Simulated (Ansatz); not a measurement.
**Single-point calculation, with input and output: Al₂N₂H₄F₄**

Al₂N₂H₄F₄, computed with RKS BHLYP/x2c-TZVPPall (Ansatz 0.2.0).

Some settings of this run were made unusual or wrong on purpose. The geometry comes from this level: PBE0-D4/def2-TZVP.

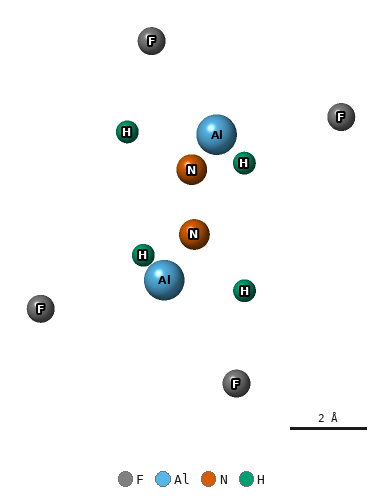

Fig. 1: The structure as given in the input (ball-and-stick view, seen at an oblique angle). Sticks are drawn by distance; a stretched bond gets none, so the picture shows separate pieces.

The input
```yaml
crystal:
  periodic: [false, false, false]
  atoms:
    - {symbol: F, position_ang: [1.400661, -1.386956, 4.921369]}
    - {symbol: Al, position_ang: [1.638114, -0.797017, 1.452462]}
    - {symbol: F, position_ang: [4.351424, -2.297114, 0.199334]}
    - {symbol: N, position_ang: [1.031200, 2.073100, 0.321280]}
    - {symbol: Al, position_ang: [-1.603385, 0.822251, -1.542177]}
    - {symbol: F, position_ang: [-4.120125, 2.301870, 0.057597]}
    - {symbol: F, position_ang: [-1.303217, 1.460405, -4.599125]}
    - {symbol: N, position_ang: [-1.463440, -2.131807, -0.774165]}
    - {symbol: H, position_ang: [0.895915, 3.679382, 1.773949]}
    - {symbol: H, position_ang: [2.631224, 2.775624, -0.891456]}
    - {symbol: H, position_ang: [-2.376479, -2.976200, 0.806176]}
    - {symbol: H, position_ang: [-0.636623, -3.289997, -1.415311]}
basis:
  gaussian: {orbitals: x2c-TZVPPall, final_grid: {core_spheres: 8, valence_spheres: 7, degree: 23}, nuclear_model: gaussian}
hamiltonian: {xc: {name: BHLYP}}
accuracy: high
```

Run on 4 threads of Arm Neoverse V1, 23 GiB of memory available, shared host.

Launched with:
```bash
ansatz run in.yaml --threads 4 --pin off --events-out ev --progress --plain --max-ram 11315MiB
```

Log
```
Functional definition: BHLYP
  name "BHLYP"
  cite "Becke, J. Chem. Phys. 98, 1372 (1993) doi:10.1063/1.464304"
  cite "Becke, Phys. Rev. A 38, 3098 (1988) doi:10.1103/PhysRevA.38.3098"
  cite "Lee, Yang & Parr, Phys. Rev. B 37, 785 (1988) doi:10.1103/PhysRevB.37.785"
  parameter a = 0.5
  exchange = (1 - a)*b88_x + a*exact_x
  correlation = lyp_c
5001 factors; integrals over basis functions are off by at most 3.0e-7 eV
mean field evaluation 1: about -27081.7691 eV, gradient 9.8e1 eV
mean field evaluation 2: about -25637.2708 eV, gradient 4.0e2 eV
mean field evaluation 4: about -27032.0939 eV, gradient 1.5e2 eV
mean field evaluation 8: about -27103.6142 eV, gradient 3.4e0 eV
mean field evaluation 16: about -27103.7257 eV, gradient 7.0e-6 eV
mean field evaluation 32: about -27103.6779 eV, gradient 1.6e0 eV
mean field -27103.72568534 eV, -996.0435473712 hartree, gradient 5.3e-8 eV, S^2 0.000000; 6 other end points of the search recorded, 0 dependent functions left out
reference -27103.72576126 eV, -996.0435501612 hartree; 40, 40 occupied and 286, 286 virtual orbitals, 5001 factors
Total energy: -27103.72576126 eV, -996.0435501612 hartree
Relativity: scalar
```

What the run reported

```csv
quantity,value
outcome,converged
total energy,−27103.7258 eV
SCF solution under orbital rotations,stable
wall time,62 s (CPU time 4 min)
peak memory,2.1 GiB
```

Diagnosis

A setting was made wrong on purpose: the coordinates are scaled as if typed in the wrong unit. The run converged all the same; its numbers are those of the faulty input and shouldn't be used.
